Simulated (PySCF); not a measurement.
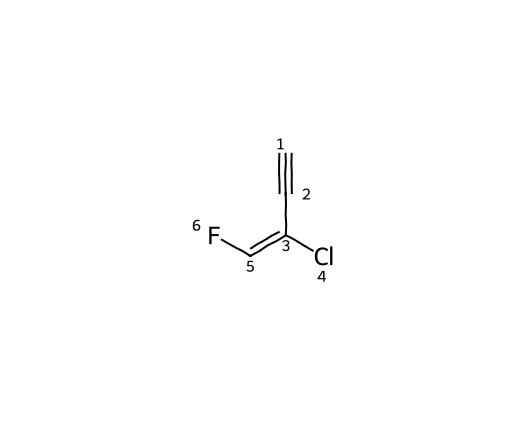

A structural formula, with wedges where it has stereocentres; small numbers name the atoms. The configuration is that of a computed structure (PBE0-D3(BJ)/def2-SVP).

Q: Assign CIP descriptors.

A: C3=C5: E.
